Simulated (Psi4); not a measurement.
**CH2AlN (AlH2(CN)) at wB97M-V/aug-pcseg-0 (sweep point 1)**

What is the vertical ionisation energy of CH2AlN (AlH2(CN)) at wB97M-V/aug-pcseg-0 (sweep point 1)? 

The results are computed with Psi4 1.11.

## 1. The system as given

CH2AlN has 5 atoms, charge 0, and is taken as a singlet. As SMILES, `[H][Al]([H])[C]#N`. The shape comes from GFN2-xTB, which is rough for such elements, and wasn't checked as a minimum.

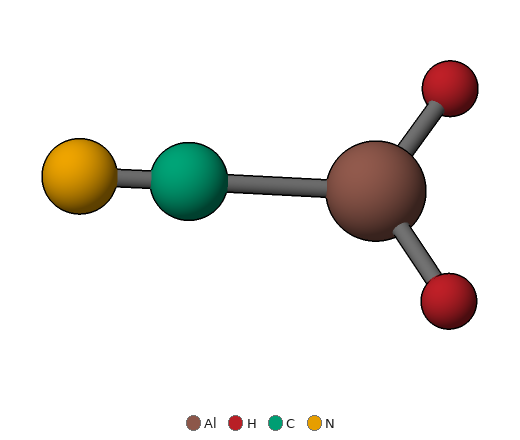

The structure, seen from a chosen angle (aluminium brown, hydrogen red, carbon teal, nitrogen amber).

## 2. A single-point energy at wB97M-V/aug-pcseg-0 (sweep point 1)

The input, job.in:

```
memory 1.6 GB

molecule mol {
  0 1
  Al     0.66767803     1.16420357     0.01500443
  H      3.58588760     1.16860664     0.11100251
  H     -0.77524125     3.70354195    -0.04505107
  C     -1.19946586    -2.07068630    -0.02787346
  N     -2.27883963    -3.96564696    -0.05306351
  units au
  symmetry c1
}

set puream true
set scf_type pk
set dft_radial_points 99
set dft_spherical_points 590

energy_value = energy("wb97m-v/aug-pcseg-0")
```

Launch:

```bash
$ psi4 -n 1 job.in job.out
```

job.out:

```text
[...]
  Running in c1 symmetry.
[...]
  Nuclear repulsion =   68.489269972026889
[...]
  Multiplicity = 1
[...]
  Nalpha       = 14
  Nbeta        = 14
[...]
    Number of basis functions: 49
[...]
   @RKS iter   1:  -335.80438473195449   -9.72776e-01   8.06696e-03 DIIS/ADIIS
[...]
   @RKS iter   8:  -335.88225150539120   -5.16241e-09   2.51833e-07 DIIS
[...]
    Orbital Energies [Eh]
    ---------------------
    Doubly Occupied:
       1A    -56.334109     2A    -14.544052     3A    -10.391433
       4A     -4.289652     5A     -2.877612     6A     -2.871713
       7A     -2.870770     8A     -1.069953     9A     -0.628891
      10A     -0.515603    11A     -0.474086    12A     -0.469846
      13A     -0.465015    14A     -0.427683
[...]
  @RKS Final Energy:  -335.88225150539120
   => Energetics <=
    Nuclear Repulsion Energy =             68.4892699720268894
    One-Electron Energy =                -597.7199219281299065
    Two-Electron Energy =                 216.5096442770451688
    DFT Exchange-Correlation Energy =     -23.2778523004041880
    Empirical Dispersion Energy =           0.0000000000000000
    VV10 Nonlocal Energy =                  0.1166084740707352
    Total Energy =                       -335.8822515053912525
[...]
 Multipole Moments:
 ------------------------------------------------------------------------------------
     Multipole            Electronic (a.u.)      Nuclear  (a.u.)        Total (a.u.)
 ------------------------------------------------------------------------------------
 L = 1.  Multiply by 2.5417464519 to convert [e a0] to [Debye]
 Dipole X            :         -0.5679794            1.3015161            0.7335367
 Dipole Y            :         -0.9710324            2.2521648            1.2811324
 Dipole Z            :         -0.0146982            0.0309452            0.0162470
 Magnitude           :                                                    1.4763605
[...]
```

Run time: 61 s. Hardware: 1 thread of Intel Xeon at 2.70GHz, shared host; peak memory 1.1 GiB.

## 3. The doublet cation, same level

The input, calc.in:

```
memory 1600 mb

molecule m {
  1 2
  Al     0.66767803     1.16420357     0.01500443
  H      3.58588760     1.16860664     0.11100251
  H     -0.77524125     3.70354195    -0.04505107
  C     -1.19946586    -2.07068630    -0.02787346
  N     -2.27883963    -3.96564696    -0.05306351
  units au
  symmetry c1
}

set globals {
  basis                aug-pcseg-0
  reference            uks
  puream               true
  scf_type             pk
  dft_radial_points    99
  dft_spherical_points 590
  maxiter              150
}

result, w = energy('wb97m-v', return_wfn=True)
```

Launch:

```bash
$ psi4 -n 1 calc.in calc.out
```

calc.out:

```text
[...]
  Running in c1 symmetry.
[...]
  Nuclear repulsion =   68.489269972026889
[...]
  Multiplicity = 2
[...]
  Nalpha       = 14
  Nbeta        = 13
[...]
    Number of basis functions: 49
[...]
   @UKS iter   1:  -335.32742950504252   -4.95820e-01   8.51322e-03 ADIIS/DIIS
[...]
   @UKS iter  13:  -335.43823100981183   -2.95289e-08   7.68871e-07 DIIS
[...]
   @S^2 Observed:                7.709535162E-01
[...]
    Orbital Energies [Eh]
    ---------------------
    Alpha Occupied:
       1A    -56.616949     2A    -14.774619     3A    -10.613557
       4A     -4.569016     5A     -3.155218     6A     -3.155112
       7A     -3.149440     8A     -1.297364     9A     -0.875705
      10A     -0.780450    11A     -0.743110    12A     -0.685744
      13A     -0.682515    14A     -0.681122
    Alpha Virtual:
      15A     -0.256345    16A     -0.153678    17A     -0.153424
      18A     -0.128140    19A     -0.124513    20A     -0.095085
      21A     -0.092107    22A     -0.064953    23A     -0.062184
      24A     -0.039667    25A     -0.020025    26A     -0.012419
[...]
  @UKS Final Energy:  -335.43823100981183
   => Energetics <=
    Nuclear Repulsion Energy =             68.4892699720268894
    One-Electron Energy =                -590.6829542968273472
    Two-Electron Energy =                 209.7640682294464511
    DFT Exchange-Correlation Energy =     -23.1220500463114966
    Empirical Dispersion Energy =           0.0000000000000000
    VV10 Nonlocal Energy =                  0.1134351318536068
    Total Energy =                       -335.4382310098117728
[...]
 Multipole Moments:
 ------------------------------------------------------------------------------------
     Multipole            Electronic (a.u.)      Nuclear  (a.u.)        Total (a.u.)
 ------------------------------------------------------------------------------------
 L = 1.  Multiply by 2.5417464519 to convert [e a0] to [Debye]
 Dipole X            :          0.2773601            1.3015161            1.5788762
 Dipole Y            :          0.4922469            2.2521648            2.7444117
 Dipole Z            :          0.0051795            0.0309452            0.0361247
 Magnitude           :                                                    3.1663781
[...]
```

It took 1.7 min on 1 thread of Intel Xeon at 2.70GHz, shared host; peak memory 1.1 GiB.

## 4. Summary of results

At wB97M-V/aug-pcseg-0 (sweep point 1):

| quantity | value |
| --- | --- |
| singlet CH2AlN: total energy | -335.88225 Eh |
| singlet CH2AlN: dipole moment | 3.75 D |
| singlet CH2AlN: HOMO energy | -11.64 eV |
| singlet CH2AlN: LUMO energy | -1.15 eV |
| singlet CH2AlN: HOMO–LUMO gap | 10.48 eV |
| doublet cation: total energy | -335.43823 Eh |
| doublet cation: HOMO energy (highest over α and β) | -17.82 eV |
| doublet cation: LUMO energy (lowest over α and β) | -12.50 eV |
| doublet cation: ⟨S²⟩ | 0.771 |
| vertical ionisation energy (to the doublet cation) | 12.082 eV |

In words: The vertical ionisation energy comes to 12.08 eV (279 kcal/mol). −ε(HOMO) before ionisation, 11.64 eV, is 0.44 eV below this ionisation energy.
